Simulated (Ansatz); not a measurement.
# CH₄BO (doublet): what the fields show

Input

```
crystal:
  periodic: [false, false, false]
  atoms:
    - { symbol: C, position_ang: [-0.6232, 0.3848, -0.3111] }
    - { symbol: B, position_ang: [0.8829, 0.1522, -0.2173] }
    - { symbol: O, position_ang: [1.3933, -0.5799, 0.9094] }
    - { symbol: H, position_ang: [1.09941, 0.43995, -1.3305] }
    - { symbol: H, position_ang: [-0.8811, 0.9917, -1.269] }
    - { symbol: H, position_ang: [-1.0057, 1.0354, 0.5542] }
    - { symbol: H, position_ang: [1.4388, -1.5273, 0.6411] }
magnetization:
  spin_polarized: true
  initial_magnetization: 1
basis:
  gaussian: { orbitals: "6-31G*" }
hamiltonian:
  xc: pbe
  dispersion: d4
relax:
  f_tol: 0.02
  max_steps: 50
output:
  orbitals: {}
```

Command:

```sh
ansatz run input.yaml --threads 1 --pin off --max-ram 2048MiB --backend cpu --events-out ev --progress --plain --runs-dir out
```

The fields are those of the relaxed geometry.

Theory: UKS PBE-D4/6-31G* in Ansatz 0.2.0.

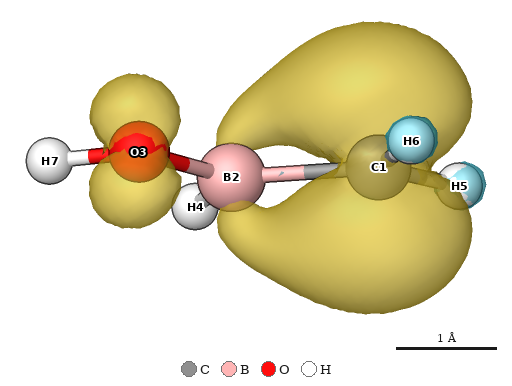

Figure 1. Isosurfaces of the spin density at +0.03 (yellow) and −0.03 e/Å³ (cyan), seen from one side.

### Which atoms carry the spin?

The unpaired spin (1 electron) lies mostly on C1 (about 0.7), B2 (about 0.1) and O3 (about 0.1), in electrons by Hirshfeld's partition.

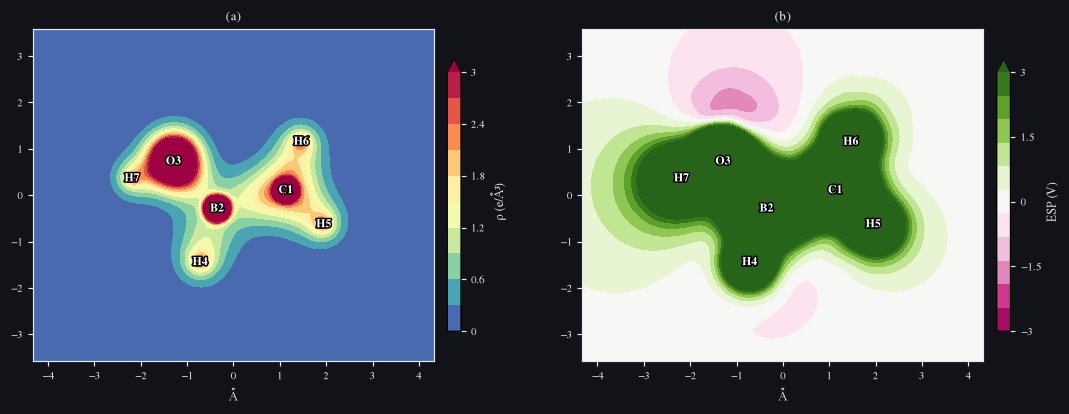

Figure 2. (a) electron density; (b) molecular electrostatic potential on the molecular plane.

### What do the fields say about this system?

Atoms in the plane: C, B, O and H. B–O (1.38 Å): ρ is about 2 e/Å³ halfway. C–B (1.54 Å): ρ is about 1.5 e/Å³ halfway. O–H (0.98 Å): the density is about 3.6 e/Å³ at the midpoint. C–H (1.10 Å): ρ at the midpoint is about 1.9 e/Å³. B–H (1.21 Å): ρ is about 1.2 e/Å³ halfway. Outside the dense part of the molecule the potential is most negative (−1.6 V) near O3.

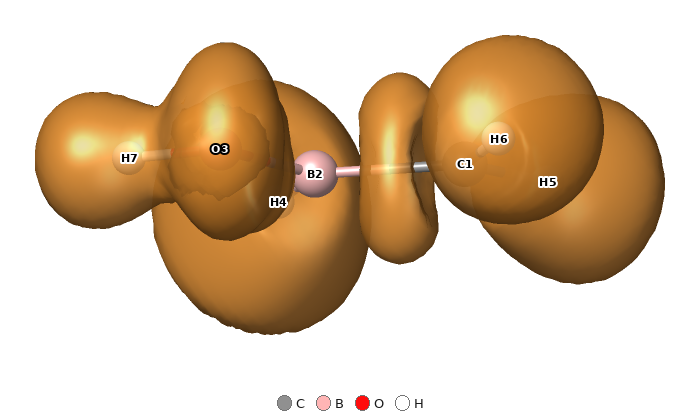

Figure 3. Isosurface of the electron localisation function at 0.75 (orange), seen from one side. Core shells and regions of very low density are left out.

### Where are the electrons localised?

The ELF exceeds this value in one region between bonded B–C atoms (shared pairs), three regions around hydrogen nuclei and one joined region spread over several atoms (H, O), in which their bonds and any lone pairs are merged. Along the contacts the grid gives the following. B–O (1.38 Å): the ELF peaks at about 0.90 between the atoms (a shared but strongly polarised pair). C–B (1.54 Å): the ELF peaks at about 0.95 between the atoms; a covalent bond.

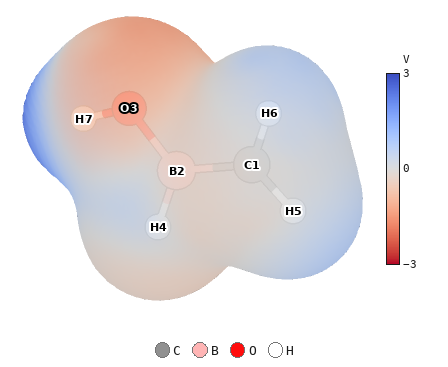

Figure 4. The molecular electrostatic potential painted on the density surface at 0.002 e/bohr³, seen at a tilt; the colour scale runs from red (negative) to blue (positive).

### Describe the electrostatic potential map.

The most negative region (about −1.3 V, or −30 kcal/mol for a unit charge) lies over O3, the most positive (about +2.6 V, or +60 kcal/mol for a unit charge) over H7. O3 is the likeliest acceptor of a hydrogen bond.
